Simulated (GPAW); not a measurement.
# A GW chain in GPAW: BaTiO3 (Pm-3m)

Wanted: ground state, empty states, screening and self-energy for BaTiO3 (Pm-3m).

Main program and level: GPAW 26.7.0; PBE and many-body steps on it, plane waves.

**Experimental background.**

- Gap 3.2 eV: optical gap from first-derivative diffuse reflectance spectrum; UV-vis diffuse reflectance; powder (“Influence of Rapid Heat Treatment on the Photocatalytic Activity and Stability of Barium Titanates Against a Broad Range of Pollutants”, 2024, pmc:11596716).

- Gap 3.28 eV: optical gap from first-derivative diffuse reflectance spectrum; UV-vis diffuse reflectance; powder (commercial cubic reference powder, crystallite size 31.8 nm) (“Influence of Rapid Heat Treatment on the Photocatalytic Activity and Stability of Barium Titanates Against a Broad Range of Pollutants”, 2024, pmc:11596716).

### Step 1. Set-up

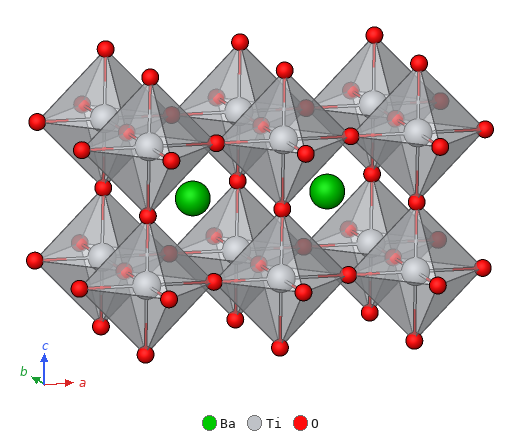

Start, viewed slightly off an axis; barium green, titanium light grey, oxygen red. 2×1×1 cells are drawn. Some periodic images of atoms are drawn too.

As a file:

```cif
data_structure
_symmetry_space_group_name_H-M 'Pm-3m'
_symmetry_Int_Tables_number 221
_cell_length_a 4.0060
_cell_length_b 4.0060
_cell_length_c 4.0060
_cell_angle_alpha 90.000
_cell_angle_beta 90.000
_cell_angle_gamma 90.000
_cell_volume 64.29
loop_
_atom_site_label
_atom_site_type_symbol
_atom_site_symmetry_multiplicity
_atom_site_Wyckoff_symbol
_atom_site_fract_x
_atom_site_fract_y
_atom_site_fract_z
_atom_site_occupancy
Ba1 Ba 1 b 0.50000 0.50000 0.50000 1
Ti1 Ti 1 a 0.00000 0.00000 0.00000 1
O1 O 3 d 0.50000 0.00000 0.00000 1
```

The cell and positions come from the Crystallography Open Database and are kept as given unless a step says otherwise. Spin-orbit coupling is left out unless a step names it.

### Step 2. Ground state

This step: GPAW 26.7.0; DFT, PBE, plane waves, PAW.

The ground-state density comes first.

The input, run.py:

```python
import json
import numpy as np
from gpaw.mpi import world
from ase import Atoms
from gpaw import GPAW, PW, FermiDirac

atoms = Atoms(['Ba', 'Ti', 'O', 'O', 'O'],
    cell=[[4.0060000000, 0.0000000000, 0.0000000000],
      [0.0000000000, 4.0060000000, 0.0000000000],
      [0.0000000000, 0.0000000000, 4.0060000000]],
    scaled_positions=[[0.5000000000, 0.5000000000, 0.5000000000],
      [0.0000000000, 0.0000000000, 0.0000000000],
      [0.5000000000, 0.0000000000, 0.0000000000],
      [0.0000000000, 0.5000000000, 0.0000000000],
      [0.0000000000, 0.0000000000, 0.5000000000]],
    pbc=(True, True, True))
calc = GPAW(mode=PW(600),
    xc='PBE',
    kpts={'size': (6, 6, 6), 'gamma': True},
    occupations=FermiDirac(0.001),
    nbands=-8,
    convergence={'density': 1e-6, 'bands': -3},
    maxiter=100,
    txt='gs.txt')
atoms.calc = calc
res = {'energy': atoms.get_potential_energy()}
kpts = calc.get_ibz_k_points()
res['kpts'] = kpts
res['eigenvalues'] = [calc.get_eigenvalues(kpt=k) for k in range(len(kpts))]
res['n_electrons'] = calc.get_number_of_electrons()
calc.write('gs.gpw')

if world.rank == 0:
    with open('result.json', 'w') as f:
        json.dump(res, f, default=lambda x: x.tolist())
```

On the command line:

```sh
> mpirun -n 4 gpaw python run.py
```

Numbers of over 12 decimals in the logs are rounded to 6 here.

The log of the run:

```text
__  _  _
 | _ |_)|_||  |
 |__||  | ||/\| - 26.7.0

Input parameters:
  mode=PW(ecut=600.0),
  convergence={'density': 1e-06, 'bands': -3},
  kpts=MonkhorstPack(size=(6, 6, 6), gamma=True),
  maxiter=100,
  nbands=-8,
  occupations=Occupations(name='fermi-dirac', width=0.001, fixmagmom=False),
  xc=XC(name='PBE')
  [... matrices ...]
Diagonalizing LCAO Hamiltonian
Converting LCAO to pw mode
   .---------.
  /|         |
 * |         |
 | |   Ba    |
 O |         |
 | .---------.
 |/         /
 Ti---O----*

Atoms  # Å, Bohr magnetons
|   | symbol |        x |        y |        z |    initial magnetic moments |
| 0 |     Ba | 2.003000 | 2.003000 | 2.003000 | ( 0.0000,  0.0000,  0.0000) |
| 1 |     Ti | 0.000000 | 0.000000 | 0.000000 | ( 0.0000,  0.0000,  0.0000) |
| 2 |      O | 2.003000 | 0.000000 | 0.000000 | ( 0.0000,  0.0000,  0.0000) |
| 3 |      O | 0.000000 | 2.003000 | 0.000000 | ( 0.0000,  0.0000,  0.0000) |
| 4 |      O | 0.000000 | 0.000000 | 2.003000 | ( 0.0000,  0.0000,  0.0000) |

Unit cell  # Å
| periodic |        x |        y |        z |  lengths |    angles |
|      yes | 4.006000 | 0.000000 | 0.000000 | 4.006000 | 90.000000 |
|      yes | 0.000000 | 4.006000 | 0.000000 | 4.006000 | 90.000000 |
|      yes | 0.000000 | 0.000000 | 4.006000 | 4.006000 | 90.000000 |

Number of symmetries: 48
Symmetry operations  # r_c * U_cc + t_c -> r_c
|    | kind |            matrix            |
|  0 |  E   |  1, 0, 0,  0, 1, 0,  0, 0, 1 |
|  1 |  σ   |  1, 0, 0,  0, 1, 0,  0, 0,-1 |
|  2 |  σ   |  1, 0, 0,  0, 0, 1,  0, 1, 0 |
|  3 |  C4  |  1, 0, 0,  0, 0, 1,  0,-1, 0 |
|  4 |  C4  |  1, 0, 0,  0, 0,-1,  0, 1, 0 |
|  5 |  σ   |  1, 0, 0,  0, 0,-1,  0,-1, 0 |
|  6 |  σ   |  1, 0, 0,  0,-1, 0,  0, 0, 1 |
|  7 |  C2  |  1, 0, 0,  0,-1, 0,  0, 0,-1 |
|  8 |  σ   |  0, 1, 0,  1, 0, 0,  0, 0, 1 |
|  9 |  C2  |  0, 1, 0,  1, 0, 0,  0, 0,-1 |
| 10 |  C3  |  0, 1, 0,  0, 0, 1,  1, 0, 0 |
| 11 |  S6  |  0, 1, 0,  0, 0, 1, -1, 0, 0 |
| 12 |  S6  |  0, 1, 0,  0, 0,-1,  1, 0, 0 |
| 13 |  C3  |  0, 1, 0,  0, 0,-1, -1, 0, 0 |
| 14 |  C4  |  0, 1, 0, -1, 0, 0,  0, 0, 1 |
| 15 |  S4  |  0, 1, 0, -1, 0, 0,  0, 0,-1 |
| 16 |  C3  |  0, 0, 1,  1, 0, 0,  0, 1, 0 |
| 17 |  S6  |  0, 0, 1,  1, 0, 0,  0,-1, 0 |
| 18 |  σ   |  0, 0, 1,  0, 1, 0,  1, 0, 0 |
| 19 |  C4  |  0, 0, 1,  0, 1, 0, -1, 0, 0 |
| 20 |  C2  |  0, 0, 1,  0,-1, 0,  1, 0, 0 |
| 21 |  S4  |  0, 0, 1,  0,-1, 0, -1, 0, 0 |
| 22 |  S6  |  0, 0, 1, -1, 0, 0,  0, 1, 0 |
| 23 |  C3  |  0, 0, 1, -1, 0, 0,  0,-1, 0 |
| 24 |  S6  |  0, 0,-1,  1, 0, 0,  0, 1, 0 |
| 25 |  C3  |  0, 0,-1,  1, 0, 0,  0,-1, 0 |
| 26 |  C4  |  0, 0,-1,  0, 1, 0,  1, 0, 0 |
| 27 |  σ   |  0, 0,-1,  0, 1, 0, -1, 0, 0 |
| 28 |  S4  |  0, 0,-1,  0,-1, 0,  1, 0, 0 |
| 29 |  C2  |  0, 0,-1,  0,-1, 0, -1, 0, 0 |
| 30 |  C3  |  0, 0,-1, -1, 0, 0,  0, 1, 0 |
| 31 |  S6  |  0, 0,-1, -1, 0, 0,  0,-1, 0 |
| 32 |  C4  |  0,-1, 0,  1, 0, 0,  0, 0, 1 |
| 33 |  S4  |  0,-1, 0,  1, 0, 0,  0, 0,-1 |
| 34 |  S6  |  0,-1, 0,  0, 0, 1,  1, 0, 0 |
| 35 |  C3  |  0,-1, 0,  0, 0, 1, -1, 0, 0 |
| 36 |  C3  |  0,-1, 0,  0, 0,-1,  1, 0, 0 |
| 37 |  S6  |  0,-1, 0,  0, 0,-1, -1, 0, 0 |
| 38 |  σ   |  0,-1, 0, -1, 0, 0,  0, 0, 1 |
| 39 |  C2  |  0,-1, 0, -1, 0, 0,  0, 0,-1 |
| 40 |  σ   | -1, 0, 0,  0, 1, 0,  0, 0, 1 |
| 41 |  C2  | -1, 0, 0,  0, 1, 0,  0, 0,-1 |
| 42 |  C2  | -1, 0, 0,  0, 0, 1,  0, 1, 0 |
| 43 |  S4  | -1, 0, 0,  0, 0, 1,  0,-1, 0 |
| 44 |  S4  | -1, 0, 0,  0, 0,-1,  0, 1, 0 |
| 45 |  C2  | -1, 0, 0,  0, 0,-1,  0,-1, 0 |
| 46 |  C2  | -1, 0, 0,  0,-1, 0,  0, 0, 1 |
| 47 |  i   | -1, 0, 0,  0,-1, 0,  0, 0,-1 |

BZ-sampling:
  Number of BZ points: 216
  Number of IBZ points: 20

  Monkhorst-Pack size: [6, 6, 6]
  Monkhorst-Pack shift: [0.083333, 0.083333, 0.083333]

K-points  # in reciprocal-cell coordinates
|     |                                coordinates |     weight |
|   0 | (  0.00000000,   0.00000000,   0.00000000) | 0.00462963 |
|   1 | (  0.16666667,   0.00000000,   0.00000000) | 0.02777778 |
|   2 | (  0.16666667,   0.16666667,   0.00000000) | 0.05555556 |
|   3 | (  0.16666667,   0.16666667,   0.16666667) | 0.03703704 |
|   4 | (  0.33333333,   0.00000000,   0.00000000) | 0.02777778 |
|   5 | (  0.33333333,   0.16666667,   0.00000000) | 0.11111111 |
|   6 | (  0.33333333,   0.16666667,   0.16666667) | 0.11111111 |
|   7 | (  0.33333333,   0.33333333,   0.00000000) | 0.05555556 |
|   8 | (  0.33333333,   0.33333333,   0.16666667) | 0.11111111 |
|   9 | (  0.33333333,   0.33333333,   0.33333333) | 0.03703704 |
| ... |                                            |            |
|  19 | (  0.50000000,   0.50000000,   0.50000000) | 0.00462963 |

Plane wave coefficients: 2176
Cutoff: 600.0 eV

Spin-components: 1 (collinear spins)
Bands:           28
Projectors:      27
Spin-degeneracy: 2
Datatype:        complex128

  Storage: CPU
  Wave functions: 18_896_640 bytes (4_724_160 per core)
  Projectors: 20_921_280 bytes (5_230_320 per core)
  [... matrices ...]
Parallelization:
  kpt:    4
  domain: 1
  band:   1

Density:
  Valence electrons: 40.0
  Components: 1
  Grid points: [24 24 24]
  Charge: 0.0  # |e|

Potential:
  Grid points: [24 24 24]

species:
  Ba:
    name:    Barium
    Z:       56.0
    valence: 10
    core:    46
    charge:  0.0  # [|e|]
    compensation charges:
      type: gauss
      rc: 0.37  # [Å]
      lmax: 2
    cutoffs:
      filter: 2.06  # [Å]
      core: 2.33  # [Å]
    projectors
    | kind |    occ | energy [eV] | rcut [Å] |
    |   5s |  2.000 |     -33.644 |    1.164 |
    |   6s |  2.000 |      -3.229 |    1.164 |
    |   5p |  6.000 |     -18.744 |    1.164 |
    |    p |        |       0.000 |    1.164 |
    |    d |        |       0.000 |    1.164 |
    |    d |        |      27.211 |    1.164 |

    Using partial waves for Ba as LCAO basis

  Ti:
    name:    Titanium
    Z:       22.0
    valence: 12
    core:    10
    charge:  0.0  # [|e|]
    compensation charges:
      type: gauss
      rc: 0.38  # [Å]
      lmax: 2
    cutoffs:
      filter: 2.23  # [Å]
      core: 1.02  # [Å]
    projectors
    | kind |    occ | energy [eV] | rcut [Å] |
    |   3s |  2.000 |     -62.623 |    1.270 |
    |   4s |  2.000 |      -4.466 |    1.270 |
    |   3p |  6.000 |     -38.862 |    1.058 |
    |   4p |  0.000 |      -1.466 |    1.058 |
    |   3d |  2.000 |      -4.258 |    1.058 |
    |    d |        |      22.953 |    1.058 |

    Using partial waves for Ti as LCAO basis

  O:
    name:    Oxygen
    Z:       8.0
    valence: 6
    core:    2
    charge:  0.0  # [|e|]
    compensation charges:
      type: gauss
      rc: 0.21  # [Å]
      lmax: 2
    cutoffs:
      filter: 1.17  # [Å]
      core: 0.83  # [Å]
    projectors
    | kind |    occ | energy [eV] | rcut [Å] |
    |   2s |  2.000 |     -23.961 |    0.688 |
    |   2p |  4.000 |      -9.029 |    0.598 |
    |    s |        |       3.251 |    0.688 |
    |    p |        |      18.182 |    0.598 |
    |    d |        |       0.000 |    0.619 |

    Using partial waves for O as LCAO basis

Reference energy: -250624.413696  # eV

eigensolver:
  PPCG
  Converge bands: -3
  niter=2

density mixing:
  MSR1-Mixer
  Pratt-step length: 0.05
  Maximum mixing coefficient: 0.75
  Old densities: 10
  SVD Regularization: 0.005
  Good broyden scale: 1.0
  Trust region scale: 1.0
  Backstep threshold: 4.0
  History deletion threshold: 6.0
  Fourier metric: weight=20.0, sigma=0.015

occupation numbers:
  Fermi-Dirac:
    width: 0.0010  # eV

poisson solver:
  ecut: 4800.0  # eV

xc functional:
  name: PBE with 2 nearest neighbor stencil

Initialization done in: 1.806 s

convergence criteria:
- Maximum integral of absolute [dens]ity change: 1e-06 electrons / valence electron
- Maximum [total energy] change in last 3 cyles: 0.0005 eV / valence electron
- Maximum integral of absolute [eigenst]ate change: 4e-08 eV^2 / valence electron
maximum number of iterations: 100

SCF iterations
|iter     |     time |      energy | eigst |  dens |
|iter:   1|  |  -44.670430 | +0.56 |       |
|iter:   2|  |  -42.863724 | -0.50 | -0.87 |
|iter:   3|  |  -39.536603 | +0.09 | -0.94 |
|iter:   4|  |  -39.269394 | -0.94 | -1.42 |
|iter:   5|  |  -39.220735 | -1.69 | -1.62 |
|iter:   6|  |  -39.228422 | -2.97 | -1.97 |
|iter:   7|  |  -39.228011c| -3.69 | -2.74 |
|iter:   8|  |  -39.228054c| -4.64 | -3.31 |
|iter:   9|  |  -39.228055c| -4.91 | -3.83 |
|iter:  10|  |  -39.228055c| -4.86 | -4.55 |
|iter:  11|  |  -39.228055c| -7.32 | -5.14 |
|iter:  12|  |  -39.228055c| -8.05c| -5.89 |
|iter:  13|  |  -39.228055c| -8.95c| -6.30c|

Converged in 13 steps
SCF loop duration: 7.184 s (0.553 s/step)
Energy contributions relative to reference atoms: (reference = -250624.413696)
  [... matrices ...]
Energy contributions:
  Kinetic:          42.130798
  Coulomb:         -44.420667
  Zero:              0.581296
  External:          0.000000
  Xc:              -37.519482
  Entropy:          -0.000000
  Spinorbit:         0.000000
  ----------------------------
  Free energy:     -39.228055
  Extrapolated:    -39.228055

dipole moment: (-35.415731, -35.415731, -35.415731)  # |e|*Ang

Fermi level: 8.474
Eigenvalues  # (at kpt = [0.000, 0.000, 0.000])
| band index |      eig [eV] | occ [0-2] |
|          0 |       -48.947 |     2.000 |
|        ... |               |           |
|         12 |         5.353 |     2.000 |
|         13 |         5.353 |     2.000 |
|         14 |         6.550 |     2.000 |
|         15 |         6.550 |     2.000 |
|         16 |         6.550 |     2.000 |
|         17 |         7.503 |     2.000 |
|         18 |         7.503 |     2.000 |
|         19 |         7.503 |     2.000 |
|         20 |         9.422 |     0.000 |
|         21 |         9.422 |     0.000 |
|         22 |         9.422 |     0.000 |
|         23 |        11.569 |     0.000 |
|         24 |        11.569 |     0.000 |
|         25 |        12.726 |     0.000 |
|         26 |        12.726 |     0.000 |
|         27 |        15.033 |     0.000 |

Gap: 1.781 eV
Transition (v -> c):
  (s=0, k=19, n=19, [0.50, 0.50, 0.50]) -> (s=0, k=0, n=20, [0.00, 0.00, 0.00])
Direct/indirect transitions are different
Direct gap: 1.918 eV
Transition at: (s=0, k=0, n=19, [0.00, 0.00, 0.00])
# Writing to gs.gpw (mode='')
  [... matrices ...]
```

Wall time 11 s (4 MPI ranks of Arm Neoverse V1, shared host); peak memory 0.74 GiB; 42 s of CPU time.

This step gave:

```yaml
total_energy: -39.23 eV
gap: 1.781 eV
k_of_the_valence_top: 0.5, 0.5, 0.5
k_of_the_conduction_bottom: 0, 0, 0
least_direct_gap: 1.918 eV
```

The gap is indirect, with the least direct gap 0.14 eV higher.

### Step 3. Bands along the symmetry lines

The cheap functional maps the bands first; the places of the edges decide which points the dearer methods must see.

The input, run.py:

```python
import json
import numpy as np
from gpaw.mpi import world
from gpaw import GPAW

path = [[0.000000, 0.000000, 0.000000],
    [0.000000, 0.062500, 0.000000],
    [0.000000, 0.125000, 0.000000],
    [0.000000, 0.187500, 0.000000],
    [0.000000, 0.250000, 0.000000],
    [0.000000, 0.312500, 0.000000],
    [0.000000, 0.375000, 0.000000],
    [0.000000, 0.437500, 0.000000],
    [0.000000, 0.500000, 0.000000],
    [0.062500, 0.500000, 0.000000],
    [0.125000, 0.500000, 0.000000],
    [0.187500, 0.500000, 0.000000],
    [0.250000, 0.500000, 0.000000],
    [0.312500, 0.500000, 0.000000],
    [0.375000, 0.500000, 0.000000],
    [0.437500, 0.500000, 0.000000],
    [0.500000, 0.500000, 0.000000],
    [0.437500, 0.437500, 0.000000],
    [0.375000, 0.375000, 0.000000],
    [0.312500, 0.312500, 0.000000],
    [0.250000, 0.250000, 0.000000],
    [0.187500, 0.187500, 0.000000],
    [0.125000, 0.125000, 0.000000],
    [0.062500, 0.062500, 0.000000],
    [0.000000, 0.000000, 0.000000],
    [0.062500, 0.062500, 0.062500],
    [0.125000, 0.125000, 0.125000],
    [0.187500, 0.187500, 0.187500],
    [0.250000, 0.250000, 0.250000],
    [0.312500, 0.312500, 0.312500],
    [0.375000, 0.375000, 0.375000],
    [0.437500, 0.437500, 0.437500],
    [0.500000, 0.500000, 0.500000],
    [0.437500, 0.500000, 0.437500],
    [0.375000, 0.500000, 0.375000],
    [0.312500, 0.500000, 0.312500],
    [0.250000, 0.500000, 0.250000],
    [0.187500, 0.500000, 0.187500],
    [0.125000, 0.500000, 0.125000],
    [0.062500, 0.500000, 0.062500],
    [0.000000, 0.500000, 0.000000],
    [0.500000, 0.500000, 0.500000],
    [0.500000, 0.500000, 0.437500],
    [0.500000, 0.500000, 0.375000],
    [0.500000, 0.500000, 0.312500],
    [0.500000, 0.500000, 0.250000],
    [0.500000, 0.500000, 0.187500],
    [0.500000, 0.500000, 0.125000],
    [0.500000, 0.500000, 0.062500],
    [0.500000, 0.500000, 0.000000]]
calc = GPAW('gs.gpw').fixed_density(kpts=path,
    symmetry='off',
    nbands=30,
    convergence={'bands': 26},
    txt='bands.txt')
res = {}
kpts = calc.get_ibz_k_points()
res['kpts'] = kpts
res['eigenvalues'] = [calc.get_eigenvalues(kpt=k) for k in range(len(kpts))]
res['n_electrons'] = calc.get_number_of_electrons()

if world.rank == 0:
    with open('result.json', 'w') as f:
        json.dump(res, f, default=lambda x: x.tolist())
```

On the command line:

```sh
> mpirun -n 4 gpaw python run.py
```

The log of the run:

```text
Diagonalizing LCAO Hamiltonian
Converting LCAO to pw mode
convergence criteria:
- Maximum integral of absolute [eigenst]ate change: 4e-08 eV^2 / valence electron
maximum number of iterations: 100

SCF iterations
|iter     |     time |      energy | eigst |  dens |
|iter:   1|  |             | +0.76 |       |
|iter:   2|  |             | -0.77 |       |
|iter:   3|  |             | -0.95 |       |
[...]
|iter:   7|  |             | -6.57 |       |
|iter:   8|  |             | -7.24 |       |
|iter:   9|  |             | -8.06c|       |
SCF steps: 9
  __  _  _
 | _ |_)|_||  |
 |__||  | ||/\| - 26.7.0

Input parameters:
  mode=PW(ecut=600.0),
  convergence={'bands': 26},
  gpts=array([24, 24, 24]),
  kpts=KPoints(kpts=array([[0.    , 0.    , 0.    ],
         [0.    , 0.0625, 0.    ],
         [0.    , 0.125 , 0.    ],
         [0.    , 0.1875, 0.    ],
         [0.    , 0.25  , 0.    ],
         [0.    , 0.3125, 0.    ],
         [0.    , 0.375 , 0.    ],
         [0.    , 0.4375, 0.    ],
[...]
[0.0625, 0.5   , 0.    ],
[...]
[0.1875, 0.5   , 0.    ],
[...]
[0.3125, 0.5   , 0.    ],
[...]
[0.4375, 0.5   , 0.    ],
[...]
[0.4375, 0.4375, 0.    ],
[...]
[0.3125, 0.3125, 0.    ],
[...]
[0.1875, 0.1875, 0.    ],
[...]
[0.0625, 0.0625, 0.    ],
[...]
[0.0625, 0.0625, 0.0625],
[...]
[0.1875, 0.1875, 0.1875],
[...]
[0.3125, 0.3125, 0.3125],
[...]
[0.4375, 0.4375, 0.4375],
[...]
[0.4375, 0.5   , 0.4375],
[...]
[0.3125, 0.5   , 0.3125],
[...]
[0.1875, 0.5   , 0.1875],
[...]
[0.0625, 0.5   , 0.0625],
[...]
[0.5   , 0.5   , 0.4375],
[...]
[0.5   , 0.5   , 0.3125],
         [0.5   , 0.5   , 0.25  ],
         [0.5   , 0.5   , 0.1875],
         [0.5   , 0.5   , 0.125 ],
         [0.5   , 0.5   , 0.0625],
         [0.5   , 0.5   , 0.    ]])),
  maxiter=100,
  nbands=30,
  occupations=Occupations(name='fermi-dirac', width=0.001, fixmagmom=False),
  parallel={},
  symmetry=Symmetry(point_group=False, time_reversal=False),
  xc=XC(name='PBE')
```

Run time: 14 s. Hardware: 4 MPI ranks; peak memory 0.83 GiB; 57 s of CPU time.

Numbers from this step:

```yaml
gap: 1.781 eV
k_of_the_valence_top: 0.5, 0.5, 0.5
k_of_the_conduction_bottom: 0, 0, 0
least_direct_gap: 1.918 eV
```

The gap is 1.781 eV, as in the run before at this level.

Electronic bands along the path, in eV, zero at the top of the highest filled band:

```csv
point,band 17,band 18,band 19,band 20,band 21,band 22,band 23,band 24
Γ,-1.09,-0.14,-0.14,-0.14,1.78,1.78,1.78,3.93
X,-1.81,-1.81,-0.70,-0.70,1.93,3.51,3.51,3.93
M,-1.71,-0.86,-0.86,-0.08,3.52,3.52,3.94,4.78
Γ,-1.09,-0.14,-0.14,-0.14,1.78,1.78,1.78,3.93
R,-2.39,0.00,0.00,0.00,4.18,4.18,4.18,6.75
X,-1.81,-1.81,-0.70,-0.70,1.93,3.51,3.51,3.93
jump to R,-2.39,0.00,0.00,0.00,4.18,4.18,4.18,6.75
M,-1.71,-0.86,-0.86,-0.08,3.52,3.52,3.94,4.78
```

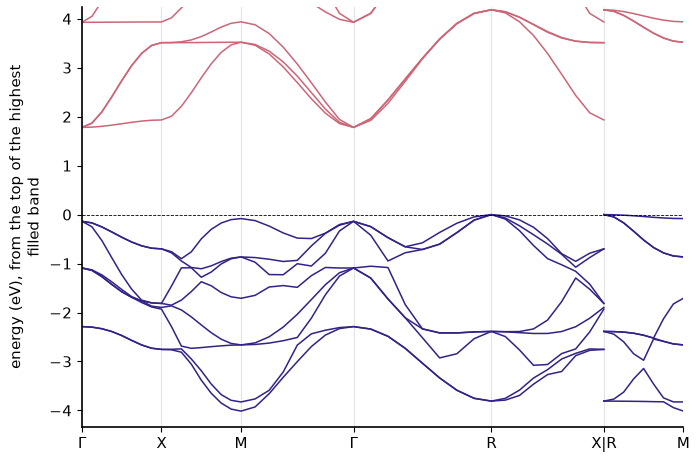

Electronic bands along the path; lines of filled and empty bands in two colours.

### Step 4. Empty states on the mesh, 4×4×4 mesh, 347 bands

The sums over transitions need many empty states on a uniform mesh; this step solves for them.

The input, run.py:

```python
import json
import numpy as np
from gpaw.mpi import world
from gpaw import GPAW

calc = GPAW('gs.gpw').fixed_density(kpts={'size': (4, 4, 4), 'gamma': True},
    parallel={'domain': 1, 'band': 1},
    txt='nscf.txt')
calc.diagonalize_full_hamiltonian(nbands=347)
calc.write('full.gpw', mode='all')
res = {}
kpts = calc.get_ibz_k_points()
res['kpts'] = kpts
res['eigenvalues'] = [calc.get_eigenvalues(kpt=k) for k in range(len(kpts))]
res['n_electrons'] = calc.get_number_of_electrons()

if world.rank == 0:
    with open('result.json', 'w') as f:
        json.dump(res, f, default=lambda x: x.tolist())
```

On the command line:

```sh
> mpirun -n 4 gpaw python run.py
```

The log of the run:

```text
Diagonalizing LCAO Hamiltonian
Converting LCAO to pw mode
convergence criteria:
- Maximum integral of absolute [eigenst]ate change: 4e-08 eV^2 / valence electron
maximum number of iterations: 100

SCF iterations
|iter     |     time |      energy | eigst |  dens |
|iter:   1|  |             | +0.49 |       |
|iter:   2|  |             | -1.35 |       |
|iter:   3|  |             | -2.38 |       |
[...]
|iter:   7|  |             | -6.23 |       |
|iter:   8|  |             | -6.93 |       |
|iter:   9|  |             | -7.56c|       |
SCF steps: 9
  __  _  _
 | _ |_)|_||  |
 |__||  | ||/\| - 26.7.0

Input parameters:
  mode=PW(ecut=600.0),
  convergence={'density': 1e-06, 'bands': -3},
  gpts=array([24, 24, 24]),
  kpts=MonkhorstPack(size=(4, 4, 4), gamma=True),
  maxiter=100,
  nbands=28,
  occupations=Occupations(name='fermi-dirac', width=0.001, fixmagmom=False),
  parallel={'domain': 1, 'band': 1},
  xc=XC(name='PBE')
Matrix size: 2120x2120
# Writing to full.gpw (mode='all')
  [... matrices ...]

timing:  # [seconds]
  Total: 29.028  # ━━━━━━━━━━━━━━━━━━━━━━━━━━━━━━━━━━━━━━━━━━━━━━━━━━━━━━━━━━
```

Elapsed: 35 s, on 4 MPI ranks; peak memory 2.2 GiB; 2.3 min of CPU time.

This step gave:

```
gap                                                           : 1.781 eV
k of the valence top                                          : 0.5, 0.5, 0.5
k of the conduction bottom                                    : 0, 0, 0
least direct gap                                              : 1.918 eV
k points computed                                             : 10
lowest point of the top converged band, above the valence top : 158.9970 eV
```

On this mesh the gap is 1.781 eV.

(Part 1 of 2 ends here.)

[Paths, hosts, dates, memory and timing lines, banners, echoed tables and standing remarks are left out of the program output.]

[Logs are printed without paths, hosts, clocks, repeated set-up lines and the standing remarks that a program may print on its own settings, such as how far it seeks lower states.]

[Runs of the session that timed out or met a known fault of the program may be left out.]

[Hosts, paths, dates, database ids (printed as entryN), source tags and the programs' standing remarks are cut or masked in the printed files.]
